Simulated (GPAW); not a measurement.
# V2N(OH)2 MXene monolayer: simulated STM images

Aim: Tersoff-Hamann images of V2N(OH)2 MXene monolayer at several biases.

Main program and level: GPAW 26.7.0; GPAW, PAW setups; layer in a repeated cell with vacuum, relaxation of atoms and in-plane cell, in the first sound run; inputs show where later runs differ.

## (1) The structure

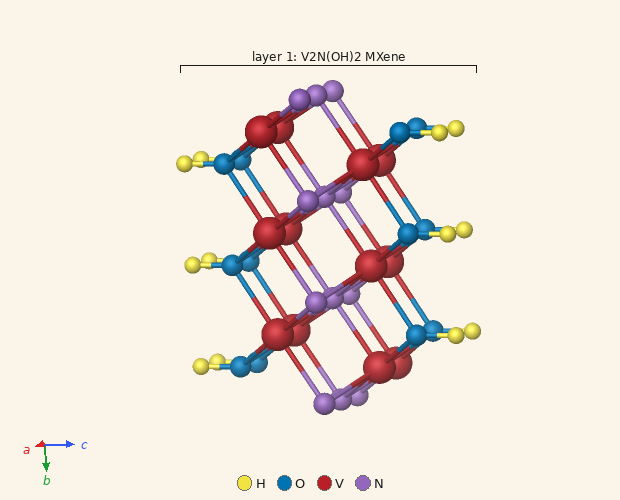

Start, viewed from the side, with the c axis across the page; hydrogen yellow, oxygen blue, vanadium red, nitrogen purple. 2×3×1 cells are drawn. Some periodic images of atoms are drawn too.

The cell holds 7 atoms: 2 H, 2 O, 2 V and 1 N. Its edges and angles: a = 2.941 Å, b = 2.941 Å, c = 22.532 Å, α = 90.0°, β = 90.0°, γ = 120.0°. Vacuum lies along c.

## (2) Relaxing the atoms

The atoms are relaxed first, since the surface dipole, and with it the work function, follows the positions of the outer layers.

The input, run.py:

```python
import json
import numpy as np
from ase import Atoms
from ase.filters import FrechetCellFilter
from ase.optimize import BFGS
from gpaw import GPAW, PW

slab = Atoms(
    ['H', 'O', 'V', 'N', 'V', 'O', 'H'],
    positions=[
        [-0.00000, 1.69779, 8.00000],
        [-0.00000, 1.69779, 8.98000],
        [1.47033, 0.84889, 10.10556],
        [0.00000, 0.00000, 11.26587],
        [-0.00000, 1.69779, 12.42617],
        [1.47033, 0.84889, 13.55173],
        [1.47033, 0.84889, 14.53173]],
    cell=[[2.94065, 0.0, 0.0], [-1.47033, 2.54668, 0.0], [0.0, 0.0, 22.5317]],
    pbc=[True, True, True],
    magmoms=[0.0, 0.0, 2.0, 0.0, 2.0, 0.0, 0.0])

slab.calc = GPAW(mode=PW(600), xc='PBE', kpts={'size': (12, 12, 1), 'gamma': True},
                 occupations={'name': 'fermi-dirac', 'width': 0.05}, nbands='160%',
                 convergence={'density': 1e-05}, maxiter=200,
                 symmetry={'tolerance': 1e-3}, txt='slab.txt')
result = {}
# The in-plane cell is free; stress needs a cell that repeats along all three vectors
path = []
opt = BFGS(FrechetCellFilter(slab, mask=[1, 1, 0, 0, 0, 1]), maxstep=0.2)
opt.attach(lambda: path.append((slab.get_potential_energy(), slab.positions.tolist(), slab.get_forces().tolist())))
result['relaxed'] = bool(opt.run(fmax=0.02, steps=45))
result['path'] = path
result['cell'] = slab.cell.tolist()
print('in-plane lattice', slab.cell.cellpar().round(4)[[0, 1, 5]])
energy = slab.get_potential_energy()
fermi = slab.calc.get_fermi_level()
v = slab.calc.get_electrostatic_potential().mean((0, 1)) - fermi
n = slab.calc.get_pseudo_density().mean((0, 1))
L = slab.cell[2, 2]
z = np.arange(len(v)) * L / len(v)
low, high = slab.positions[:, 2].min(), slab.positions[:, 2].max()
below, above = np.interp([low - 5.8, high + 5.8], z, v)
slopes = [np.interp(x, z, np.gradient(v, z)) for x in (low - 5.8, high + 5.8)]
eps = np.array([[slab.calc.get_eigenvalues(k, s) for k in range(len(slab.calc.get_ibz_k_points()))]
                for s in range(slab.calc.get_number_of_spins())]) - fermi
top, bottom = eps[eps < 0].max(), eps[eps > 0].min()
dipole = slab.get_dipole_moment()[2]
print(f'energy {energy:.4f} eV, Fermi level {fermi:.4f} eV, dipole {dipole:.5f} e A')
print(f'potential 5.8 A off the faces, from the Fermi level: lower {below:.4f} eV, upper {above:.4f} eV')
print(f'slope of the potential there: lower {slopes[0]:.5f}, upper {slopes[1]:.5f} eV/A')
print(f'nearest levels on the mesh: {top:.4f} and {bottom:.4f} eV')
print('magnetic moment', round(slab.get_magnetic_moment(), 3))
result.update(energy=energy, fermi=fermi, dipole=dipole, below=below, above=above, slopes=slopes, edges=[top, bottom],
              z=z.tolist(), v=v.tolist(), n=n.tolist(), positions=slab.positions.tolist(),
              forces=slab.get_forces(apply_constraint=False).tolist(), moments=slab.get_magnetic_moments().tolist())
json.dump(result, open('result.json', 'w'))
```

The run is started by

```sh
$ OMP_NUM_THREADS=1 OPENBLAS_NUM_THREADS=1 python run.py
```

The program printed:

```text
Step          Energy          fmax
BFGS:    0      -49.781962        2.239411
BFGS:    1      -49.926337        1.415030
BFGS:    2      -50.119941        1.162460
BFGS:    3      -49.726762        3.964069
BFGS:    4      -50.188190        0.492772
BFGS:    5      -50.199060        0.221713
BFGS:    6      -50.210913        0.253094
BFGS:    7      -50.239341        0.421968
BFGS:    8      -50.288405        0.665696
BFGS:    9      -50.336492        0.536587
BFGS:   10      -50.356079        0.164103
BFGS:   11      -50.358036        0.078634
BFGS:   12      -50.359120        0.067662
BFGS:   13      -50.363737        0.080483
BFGS:   14      -50.368220        0.064837
BFGS:   15      -50.370832        0.020466
BFGS:   16      -50.370965        0.002012
in-plane lattice [  3.0074   3.0074 120.0001]
energy -50.3552 eV, Fermi level 1.4609 eV, dipole 0.00040 e A
potential 5.8 A off the faces, from the Fermi level: lower 2.1640 eV, upper 2.1619 eV
slope of the potential there: lower -0.00243, upper 0.00333 eV/A
nearest levels on the mesh: -0.0148 and 0.0087 eV
magnetic moment -0.0
```

Elapsed: 55 min, on 1 thread of Arm Neoverse V2, shared host; peak memory 1.1 GiB.

Numbers from this step:

| Property | Result |
| --- | --- |
| dipole along the normal | 3.98e-4 e·Å |
| levels nearest the Fermi level on the mesh | -0.01479, 0.008732 eV from the Fermi level |
| sum of the site moments | 0 μB |

The electrostatic potential energy of an electron (without an applied field's), less the Fermi level, planar mean oscillates, so the rows of the table below give means over windows of 1.32 Å about each position, cut where the curve ends. Its maxima inside the range that stand out by 2 % of the span (Å: eV): 8.4: -0.435, 9.5: -5.96, 10.8: -11.9, 11.7: -11.9, 13.0: -5.97, 14.2: -0.442. Its minima: 8.0: -1.53, 9.1: -11.2, 10.3: -17.9, 11.3: -17.0, 12.2: -17.9, 13.5: -11.2, 14.5: -1.53.

Electrostatic potential energy of an electron (without an applied field's), less the Fermi level, planar mean against z; means over each step:

```csv
z (Å),"electrostatic potential energy of an electron (without an applied field's), less the Fermi level, planar mean (eV)"
0.66,2.17
1.98,2.16
3.30,2.16
4.62,2.11
5.94,1.89
7.26,0.740
8.58,-4.38
9.90,-11.9
11.22,-13.7
12.54,-12.4
13.86,-4.85
15.18,0.529
16.50,1.85
17.82,2.10
19.14,2.15
20.46,2.16
21.78,2.16
```

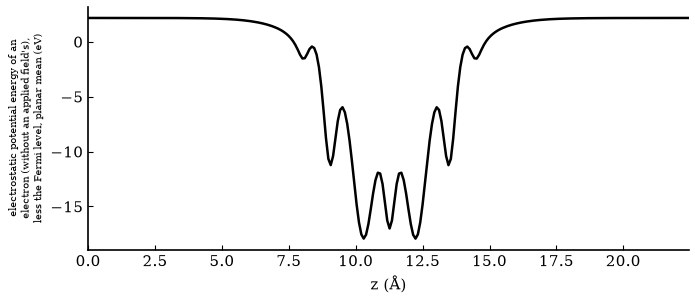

Electrostatic potential energy of an electron (without an applied field's), less the Fermi level, planar mean against z.

The pseudo valence density, planar mean oscillates, so the rows of the table below give means over windows of 1.23 Å about each position, cut where the curve ends. Its maxima inside the range that stand out by 2 % of the span (Å: e/Å³): 9.0: 0.935, 10.2: 1.88, 12.3: 1.88, 13.6: 0.935. Its minima: 9.7: 0.523, 11.6: 0.836, 12.9: 0.523.

The pseudo valence density, planar mean by z; means over each step:

```csv
z (Å),"pseudo valence density, planar mean (e/Å³)"
3.08,6.9e-5
4.30,3.3e-4
5.54,0.00130
6.77,0.00699
8.00,0.168
9.22,0.717
10.46,1.30
11.69,1.15
12.92,0.917
14.14,0.383
15.38,0.0196
16.61,0.00198
17.83,5.2e-4
19.06,1.2e-4
```

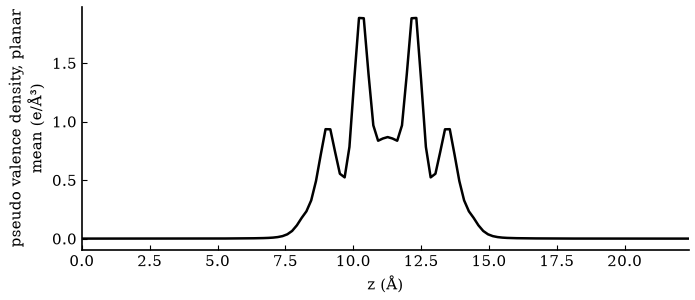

Pseudo valence density, planar mean, plotted against z.

The relaxation lowered the energy of the cell by 0.588 eV (energies extrapolated to zero smearing; the optimiser's log prints free energies). The largest force left on a free atom is 0.0020 eV/Å.

## (3) The slab's potential

With the geometry fixed, the planar mean of the potential gives the vacuum level on each side.

This step: GPAW, PAW setups; slab in vacuum (GPAW 26.7.0).

The cell differs from the one that the last finished run ended in (c 22.532 → 22.409 Å).

The input, run.py:

```python
import json
import numpy as np
from ase import Atoms
from ase.dft.stm import STM
from gpaw import GPAW, PW

slab = Atoms(
    ['H', 'O', 'V', 'N', 'V', 'O', 'H'],
    positions=[
        [0.00000, 1.73630, 8.00000],
        [0.00000, 1.73630, 8.97535],
        [1.50368, 0.86815, 10.22593],
        [0.00000, 0.00000, 11.20446],
        [0.00000, 1.73630, 12.18299],
        [1.50368, 0.86815, 13.43357],
        [1.50368, 0.86815, 14.40891]],
    cell=[[3.00735, 0.0, 0.0], [-1.50368, 2.60445, 0.0], [0.0, 0.0, 22.4089]],
    pbc=[True, True, False],
    magmoms=[0.0, 0.0, 2.0, 0.0, 2.0, 0.0, 0.0])

slab.calc = GPAW(mode=PW(500), xc='PBE', kpts={'size': (12, 12, 1), 'gamma': True},
                 occupations={'name': 'fermi-dirac', 'width': 0.05}, nbands='160%',
                 convergence={'density': 1e-05}, maxiter=200,
                 poissonsolver={'dipolelayer': 'xy'},
                 symmetry={'tolerance': 1e-3}, txt='slab.txt')
result = {}
energy = slab.get_potential_energy()
fermi = slab.calc.get_fermi_level()
v = slab.calc.get_electrostatic_potential().mean((0, 1)) - fermi
n = slab.calc.get_pseudo_density().mean((0, 1))
L = slab.cell[2, 2]
z = np.arange(len(v)) * L / len(v)
low, high = slab.positions[:, 2].min(), slab.positions[:, 2].max()
below, above = np.interp([low - 5.8, high + 5.8], z, v)
slopes = [np.interp(x, z, np.gradient(v, z)) for x in (low - 5.8, high + 5.8)]
eps = np.array([[slab.calc.get_eigenvalues(k, s) for k in range(len(slab.calc.get_ibz_k_points()))]
                for s in range(slab.calc.get_number_of_spins())]) - fermi
top, bottom = eps[eps < 0].max(), eps[eps > 0].min()
dipole = slab.get_dipole_moment()[2]
print(f'energy {energy:.4f} eV, Fermi level {fermi:.4f} eV, dipole {dipole:.5f} e A')
print(f'potential 5.8 A off the faces, from the Fermi level: lower {below:.4f} eV, upper {above:.4f} eV')
print(f'slope of the potential there: lower {slopes[0]:.5f}, upper {slopes[1]:.5f} eV/A')
print(f'nearest levels on the mesh: {top:.4f} and {bottom:.4f} eV')
print('magnetic moment', round(slab.get_magnetic_moment(), 3))
result.update(energy=energy, fermi=fermi, dipole=dipole, below=below, above=above, slopes=slopes, edges=[top, bottom],
              z=z.tolist(), v=v.tolist(), n=n.tolist(), positions=slab.positions.tolist(),
              forces=slab.get_forces(apply_constraint=False).tolist(), moments=slab.get_magnetic_moments().tolist())

# Images need the states of the whole zone, up to time reversal
slab.calc = slab.calc.fixed_density(symmetry={'point_group': False}, txt='states.txt', nbands='280%',
                                    convergence={'bands': 'CBM+2.3'})
stm = STM(slab)
result['stm'] = []
for bias in [-1.5, 2.0]:
    height = high + 3.5
    current = stm.get_averaged_current(bias, height)
    x, y, h = stm.scan(bias, current)
    i, f = divmod(height / L * stm.ldos.shape[2], 1)
    I = abs((1 - f) * stm.ldos[:, :, int(i)] + f * stm.ldos[:, :, int(i) + 1])
    print(f'bias {bias} V: mean current at 3.5 A {current:.4e}, corrugation {np.ptp(h):.4f} A')
    result['stm'].append(dict(bias=bias, current=current, h=(h - high).tolist(), I=I.tolist()))
json.dump(result, open('result.json', 'w'))
```

The program printed:

```text
energy -49.2289 eV, Fermi level 1.4712 eV, dipole 0.00017 e A
potential 5.8 A off the faces, from the Fermi level: lower 2.1863 eV, upper 2.1801 eV
slope of the potential there: lower -0.00300, upper 0.00300 eV/A
nearest levels on the mesh: -0.0146 and 0.0088 eV
magnetic moment 0.0
bias -1.5 V: mean current at 3.5 A 4.2477e-04, corrugation 0.0184 A
bias 2.0 V: mean current at 3.5 A 6.0788e-03, corrugation 0.0298 A
```

The job ended after 9.9 min (1 thread; peak memory 1.2 GiB).

This step gave:

```yaml
dipole_along_the_normal: 1.67e-4 e·Å
levels_nearest_the_fermi_level_on_the_mesh: -0.01460, 0.008776 eV from the Fermi level
upper_work_function: 2.180 eV
lower_work_function: 2.186 eV
corrugation_minus_1p5: 0.01844 Å
corrugation_2: 0.02980 Å
```

The electrostatic potential energy of an electron (without an applied field's), less the Fermi level, planar mean oscillates, so the rows of the table below give means over windows of 1.4 Å about each position, cut where the curve ends. Its maxima inside the range that stand out by 2 % of the span (Å: eV): 8.3: -0.430, 9.4: -5.96, 10.8: -11.9, 11.6: -11.9, 13.0: -5.96, 14.1: -0.436. Its minima: 8.0: -1.51, 9.0: -11.2, 10.3: -17.9, 11.2: -17.1, 12.1: -17.9, 13.4: -11.2, 14.4: -1.51.

Electrostatic potential energy of an electron (without an applied field's), less the Fermi level, planar mean against z; means over each step:

```csv
z (Å),"electrostatic potential energy of an electron (without an applied field's), less the Fermi level, planar mean (eV)"
0.70,2.19
2.10,2.19
3.50,2.17
4.90,2.10
6.30,1.72
7.70,-0.162
9.10,-7.07
10.50,-14.8
11.90,-14.9
13.30,-7.14
14.70,-0.181
16.10,1.71
17.50,2.09
18.90,2.17
20.30,2.18
21.70,2.18
```

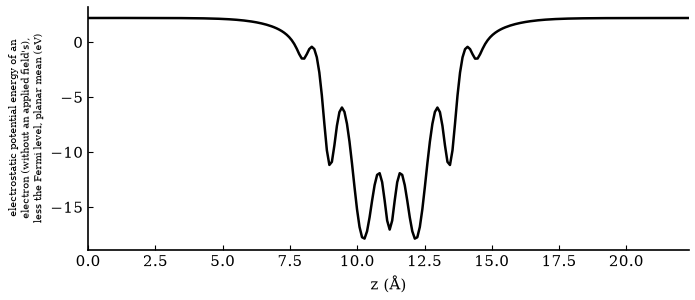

Electrostatic potential energy of an electron (without an applied field's), less the Fermi level, planar mean, plotted against z.

The pseudo valence density, planar mean oscillates, so the rows of the table below give means over windows of 1.31 Å about each position, cut where the curve ends. Its maxima inside the range that stand out by 2 % of the span (Å: e/Å³): 9.0: 0.961, 10.3: 1.95, 12.1: 1.95, 13.4: 0.961. Its minima: 9.5: 0.512, 11.6: 0.841, 12.9: 0.512.

Table of pseudo valence density, planar mean by z; means over each step:

```csv
z (Å),"pseudo valence density, planar mean (e/Å³)"
3.28,1.0e-4
4.58,5.0e-4
5.90,0.00208
7.21,0.0289
8.52,0.508
9.82,1.12
11.13,0.937
12.45,1.17
13.76,0.574
15.06,0.0434
16.38,0.00245
17.69,5.9e-4
19.00,1.2e-4
```

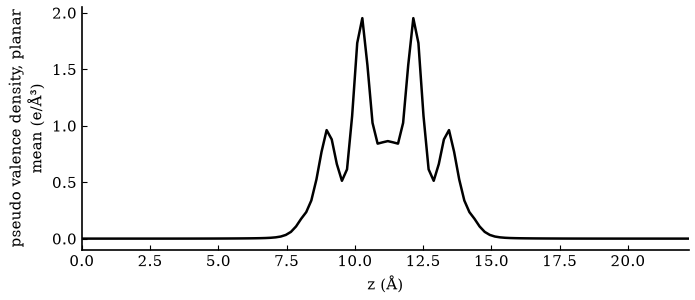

Pseudo valence density, planar mean, plotted against z.

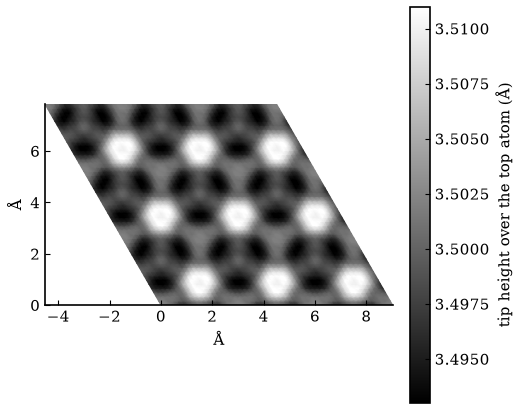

Tip height over the top atom over a1 and a2. Sample bias -1.5 V, constant current at the mean current 3.5 Å over the top atom. The cell is repeated, with its origin at the lower left corner.

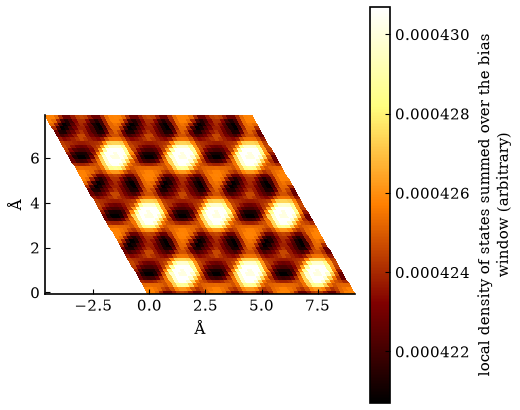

Local density of states summed over the bias window over a1 and a2. Sample bias -1.5 V, constant height 3.5 Å over the top atom. The cell is repeated, with its origin at the lower left corner.

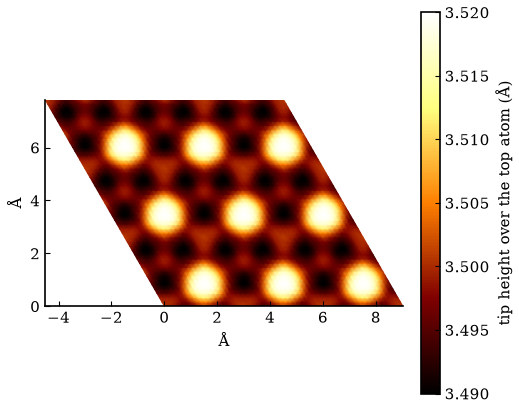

Tip height over the top atom over a1 and a2. Sample bias 2 V, constant current at the mean current 3.5 Å over the top atom. The cell is repeated, with its origin at the lower left corner.

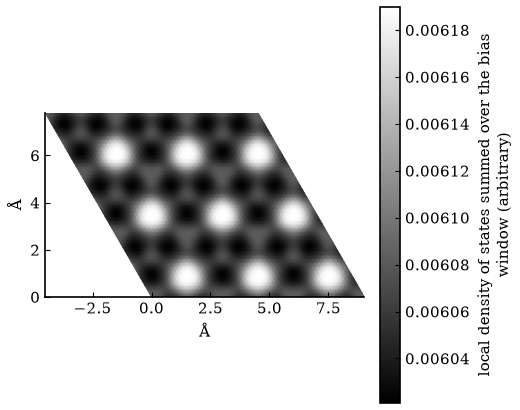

Local density of states summed over the bias window over a1 and a2. Sample bias 2 V, constant height 3.5 Å over the top atom. The cell is repeated, with its origin at the lower left corner.

Force by atom:

```csv
atom,x (eV/Å),y (eV/Å),z (eV/Å),size
H1,0.000,0.000,-0.102,0.102
O2,0.000,0.000,0.100,0.100
V3,0.000,0.000,-0.022,0.022
N4,0.000,0.000,0.000,0.000
V5,0.000,0.000,0.022,0.022
O6,0.000,0.000,-0.100,0.100
H7,0.000,0.000,0.102,0.102
```

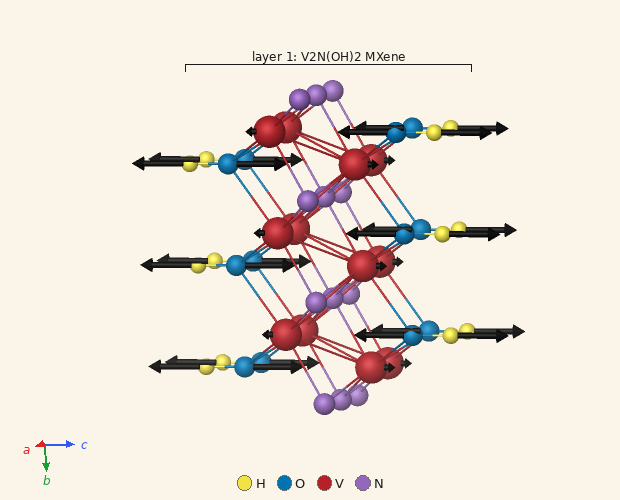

Force as arrows, the longest 0.102 eV/Å. 2×3×1 cells are drawn. Some periodic images of atoms are drawn too.

The potential is flat to 0.003 eV/Å where it is read, so the vacuum is wide enough.

## (4) A changed run

One more run, with changed settings.

Changes to run.py since step 3:

```diff
@@ -3,3 +3,2 @@
 from ase import Atoms
-from ase.dft.stm import STM
 from gpaw import GPAW, PW
@@ -22,3 +21,3 @@
                  occupations={'name': 'fermi-dirac', 'width': 0.05}, nbands='160%',
-                 convergence={'density': 1e-05}, maxiter=200,
+                 convergence={'density': 1e-05}, maxiter=3,
                  poissonsolver={'dipolelayer': 'xy'},
@@ -47,16 +46,2 @@
               forces=slab.get_forces(apply_constraint=False).tolist(), moments=slab.get_magnetic_moments().tolist())
-
-# Images need the states of the whole zone, up to time reversal
-slab.calc = slab.calc.fixed_density(symmetry={'point_group': False}, txt='states.txt', nbands='280%',
-                                    convergence={'bands': 'CBM+2.3'})
-stm = STM(slab)
-result['stm'] = []
-for bias in [-1.5, 2.0]:
-    height = high + 3.5
-    current = stm.get_averaged_current(bias, height)
-    x, y, h = stm.scan(bias, current)
-    i, f = divmod(height / L * stm.ldos.shape[2], 1)
-    I = abs((1 - f) * stm.ldos[:, :, int(i)] + f * stm.ldos[:, :, int(i) + 1])
-    print(f'bias {bias} V: mean current at 3.5 A {current:.4e}, corrugation {np.ptp(h):.4f} A')
-    result['stm'].append(dict(bias=bias, current=current, h=(h - high).tolist(), I=I.tolist()))
 json.dump(result, open('result.json', 'w'))
```

The program printed:

```text
gpaw.KohnShamConvergenceError
```

The job ended after 30 s (1 thread; peak memory 0.34 GiB).

The run stopped without converging, so none of its numbers is a property of the system.

The fault put into the input: too few SCF iterations (maxiter = 3).

## (5) What came out

```json
{"work function, upper and lower face": "2.180 and 2.186 eV", "dipole along the normal": "1.7e-4 e Å, near the numerical noise", "corrugation at -1.5 V": "0.0184 Å", "corrugation at 2 V": "0.0298 Å"}
```

In GPAW's constant-current maps the tip height varies by under 0.05 Å at every bias shown (0.030 Å at most), which is near the numerical ripple of the maps: an s-wave tip would see an almost flat surface. Negative sample bias images filled states, positive bias empty ones. The images are of Tersoff-Hamann type: an s-wave tip, no tip-sample forces, heights closer than in a microscope. One magnetic start was tried; another order may lie lower. The layer's cell and atoms come from the relaxation; spin-orbit coupling and temperature are left out.

[Logs are printed without paths, hosts, clocks, repeated set-up lines and the standing remarks that a program may print on its own settings, such as how far it seeks lower states.]

[Hosts, paths, dates, database ids (printed as entryN), source tags and the programs' standing remarks are cut or masked in the printed files.]
